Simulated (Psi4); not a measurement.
# CH3BO (B(CO)H3): wB97X/def2-SVPD

Aim: the vertical electron affinity of CH3BO (B(CO)H3) at wB97X/def2-SVPD, from 2 runs. 

Program for the calculation: Psi4 1.11.

### Step 1. The molecule

The species is CH3BO (6 atoms), meant as a singlet with charge 0. As SMILES, `[H]B([H])([H])<-[C-]#[O+]`. The coordinates come from a GFN2-xTB relaxation.

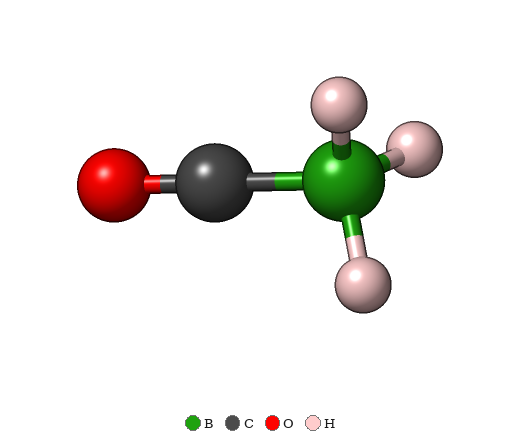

The structure, seen from a chosen angle (boron green, carbon dark grey, oxygen red, hydrogen pink).

### Step 2. A single-point energy at wB97X/def2-SVPD

The input, ch3bo.xyz:

```xyz
6
CH3BO
B     -0.013250     0.005270    -0.516110
C      0.011910     0.007900     0.957520
O      0.044170    -0.008430     2.099160
H      1.125420     0.004210    -0.852220
H     -0.589380     0.982500    -0.862300
H     -0.578870    -0.991440    -0.826050
```

The input, ch3bo_ase.py:

```python
import numpy as np
from ase.calculators.psi4 import Psi4
from ase.io import read

a = read('ch3bo.xyz')
calc = Psi4(atoms=a, method='wb97x', basis='def2-SVPD', memory='1600MB', num_threads=1, charge=0, multiplicity=1, label='ch3bo')
calc.psi4.set_options({'puream': True, 'e_convergence': 1e-09, 'd_convergence': 1e-08, 'scf_type': 'pk', 'dft_radial_points': 99, 'dft_spherical_points': 590})
a.calc = calc

print(f'energy: {a.get_potential_energy():.6f} eV')
```

Run with:

```console
$ python ch3bo_ase.py
```

ch3bo.dat:

```text
[...]
  Running in c1 symmetry.
[...]
  Nuclear repulsion =   57.076153612729442
[...]
  Multiplicity = 1
[...]
  Nalpha       = 11
  Nbeta        = 11
[...]
    Number of basis functions: 87
[...]
   @RKS iter   1:  -139.74612578824610   -6.77298e-01   4.48300e-03 DIIS/ADIIS
[...]
   @RKS iter  10:  -139.82076932841977   -1.37277e-11   5.97906e-09 DIIS
[...]
    Orbital Energies [Eh]
    ---------------------
    Doubly Occupied:
       1A    -19.349204     2A    -10.455606     3A     -6.800768
       4A     -1.309580     5A     -0.791382     6A     -0.685970
       7A     -0.628543     8A     -0.628395     9A     -0.515191
      10A     -0.443826    11A     -0.443409
[...]
  @RKS Final Energy:  -139.82076932841977
   => Energetics <=
    Nuclear Repulsion Energy =             57.0761536127294420
    One-Electron Energy =                -300.8798556906160115
    Two-Electron Energy =                 117.2421389972962800
    DFT Exchange-Correlation Energy =     -13.2592062478294839
    Empirical Dispersion Energy =           0.0000000000000000
    VV10 Nonlocal Energy =                  0.0000000000000000
    Total Energy =                       -139.8207693284197717
[...]
 Multipole Moments:
 ------------------------------------------------------------------------------------
     Multipole            Electronic (a.u.)      Nuclear  (a.u.)        Total (a.u.)
 ------------------------------------------------------------------------------------
 L = 1.  Multiply by 2.5417464519 to convert [e a0] to [Debye]
 Dipole X            :          0.0627033           -0.0565855            0.0061177
 Dipole Y            :          0.0147697           -0.0100865            0.0046832
 Dipole Z            :          4.0215683           -3.5122344            0.5093339
 Magnitude           :                                                    0.5093921
[...]
```

The script printed:

```text
Memory set to   1.490 GiB by Python driver.
  Threads set to 1 by Python driver.

  Memory set to   1.490 GiB by Python driver.
  Threads set to 1 by Python driver.
energy: -3804.716928 eV
```

It took 9.3 s on 1 thread of AMD EPYC 9R45 (Zen 5), shared host; peak memory 0.8 GiB.

### Step 3. The doublet anion: energy and forces at U-wB97X/def2-SVPD

The input, ch3bo.in:

```
memory 1600 MB

molecule geom {
  -1 2
  B     -0.013250     0.005270    -0.516110
  C      0.011910     0.007900     0.957520
  O      0.044170    -0.008430     2.099160
  H      1.125420     0.004210    -0.852220
  H     -0.589380     0.982500    -0.862300
  H     -0.578870    -0.991440    -0.826050
  symmetry c1
}

set globals {
  basis def2-SVPD
  reference uks
  puream true
  e_convergence 1e-09
  d_convergence 1e-08
  scf_type pk
  dft_radial_points 99
  dft_spherical_points 590
  maxiter 200
}

result, w = gradient("wb97x", return_wfn=True)
print_variables()
```

Run with:

```console
$ psi4 -i ch3bo.in -o ch3bo.out -n 1
```

ch3bo.out, cut to the lines that bear on the results:

```text
[...]
  Running in c1 symmetry.
[...]
  Nuclear repulsion =   57.076153612729442
[...]
  Multiplicity = 2
[...]
  Nalpha       = 12
  Nbeta        = 11
[...]
    Number of basis functions: 87
[...]
   @UKS iter   1:  -139.63263170554504   -5.63804e-01   5.97858e-03 DIIS/ADIIS
[...]
   @UKS iter  23:  -139.79129712029103   -5.25517e-11   6.80484e-09 DIIS
[...]
   @S^2 Observed:                7.543632832E-01
[...]
  @UKS Final Energy:  -139.79129712029103
   => Energetics <=
    Nuclear Repulsion Energy =             57.0761536127294420
    One-Electron Energy =                -307.0513176752482423
    Two-Electron Energy =                 123.6148968570027478
    DFT Exchange-Correlation Energy =     -13.4310299147750030
    Empirical Dispersion Energy =           0.0000000000000000
    VV10 Nonlocal Energy =                  0.0000000000000000
    Total Energy =                       -139.7912971202910342
[...]
 Multipole Moments:
 ------------------------------------------------------------------------------------
     Multipole            Electronic (a.u.)      Nuclear  (a.u.)        Total (a.u.)
 ------------------------------------------------------------------------------------
 L = 1.  Multiply by 2.5417464519 to convert [e a0] to [Debye]
 Dipole X            :          0.1285968           -0.0565855            0.0720112
 Dipole Y            :         -0.0591648           -0.0100865           -0.0692512
 Dipole Z            :          4.7343419           -3.5122344            1.2221075
 Magnitude           :                                                    1.2261844
[...]
  -Total Gradient:
     Atom            X                  Y                   Z
    ------   -----------------  -----------------  -----------------
       1        0.001525005194    -0.001240531630     0.012352669299
       2       -0.001326275281     0.002254658382     0.081190163757
       3       -0.004178410812     0.003033186418    -0.143807518819
       4       -0.021466767792    -0.000213383558     0.012187335778
       5        0.014025986956    -0.023285132241     0.024827576294
       6        0.011419089422     0.019450482956     0.013117911485
[...]
```

Run time: 31 s. Hardware: 1 thread of AMD EPYC 9R45 (Zen 5), shared host; peak memory 0.79 GiB.

### Step 4. Outcome

Level: wB97X/def2-SVPD.

| quantity | value |
| --- | --- |
| singlet CH3BO: total energy | -139.82077 Eh |
| singlet CH3BO: dipole moment | 1.29 D |
| singlet CH3BO: HOMO energy | -12.07 eV |
| singlet CH3BO: LUMO energy | 0.72 eV |
| singlet CH3BO: HOMO–LUMO gap | 12.79 eV |
| doublet anion: total energy | -139.79130 Eh |
| doublet anion: HOMO energy (highest over α and β) | 0.90 eV |
| doublet anion: LUMO energy (lowest over α and β) | 5.98 eV |
| doublet anion: ⟨S²⟩ | 0.754 |
| doublet anion: largest force on an atom | 7.400 eV/Å |
| vertical electron affinity (to the doublet anion) | -0.802 eV |

In words: The anion lies 0.80 eV (77.4 kJ/mol) above the neutral: the electron isn't bound at this level, and such a value depends on the basis. The HOMO (doublet anion) lies at positive energy, 0.90 eV; only total energies tell whether the electron is bound.
